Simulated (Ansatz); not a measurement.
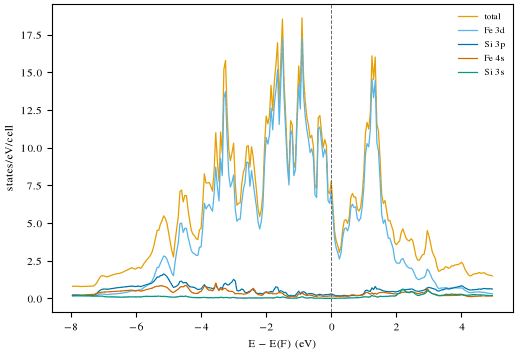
Total and projected density of states of Fe$_{3}$Si in space group P4/mmm (No. 123; Fe on 2h, Fe on 1a, Si on 1b), PBEsol in the plane-wave PAW code Ansatz

Problem. Which orbitals carry the states next to the Fermi level?

Solution. Within 0.5 eV of the Fermi level: Fe 3d 92 %. Projections are on Löwdin-orthogonalised atomic valence shells; empty p or d shells of many metals are not among them.

Problem. Where is the tallest occupied peak in this window, and what makes it?

Solution. Near -0.9 eV, about 19 states/eV per cell; the largest projected share is Fe 3d.

The first step of the workflow began from a Materials Project structure, measured or hypothetical; the Crystallography Open Database copy checked does not list it. COD files the formula under space group No. 225, so this cell is another polymorph or a model. Its standing as an ambient phase is unchecked. The cell was relaxed with PBEsol under the symmetry of its start, as lowered by the spin order; whether a distortion lowers the energy is not shown. Spin order of the final state: antiferromagnetic, chosen from 5 collinear starts compared on coarse meshes (ties went to the first, and starts can fall back to one state), not a proven ground state.

Potentials: the later of the program's two PAW sets.
